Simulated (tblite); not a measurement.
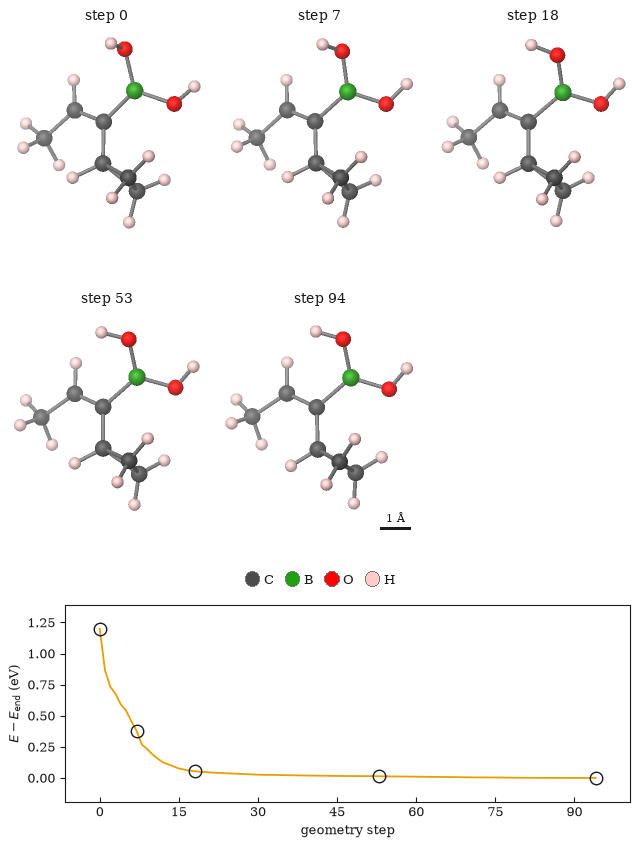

Frames of a relaxation of C$_{6}$H$_{11}$BO$_{2}$, marked on the history of the run. A ball-and-stick model, seen at a tilt.

Computed with GFN2-xTB geometry optimisation, gas phase in tblite. 

Describe the path.

Answer. Over 94 geometry steps the energy falls by 1.200 eV. The atom that moves furthest after the best rigid fit is an H atom (0.86 Å). Largest moves by element: H 0.86 Å, O 0.32 Å, C 0.24 Å, B 0.18 Å. Among the contacts that change: B–O 1.449 → 1.351 Å, C–H 1.134 → 1.083 Å, B–C 1.547 → 1.587 Å, C–H 1.110 → 1.080 Å. Bond angles that change, for instance: C–C–C 121.4° → 126.8°, B–C–C 125.8° → 120.8°, C–C–H 112.9° → 117.8°. Groups turn about B–O by about 80°, B–O by about 45°. The run took 1.1 s on 1 thread of Arm Neoverse N1, with other jobs on the host. From step 0 to 7: an O atom moves most (0.30 Å), energy −0.822 eV. From step 7 to 18: an H atom moves most (0.31 Å), energy −0.325 eV. From step 18 to 53: an H atom moves most (0.26 Å), energy −0.040 eV. From step 53 to 94: an H atom moves most (0.27 Å), energy −0.014 eV.
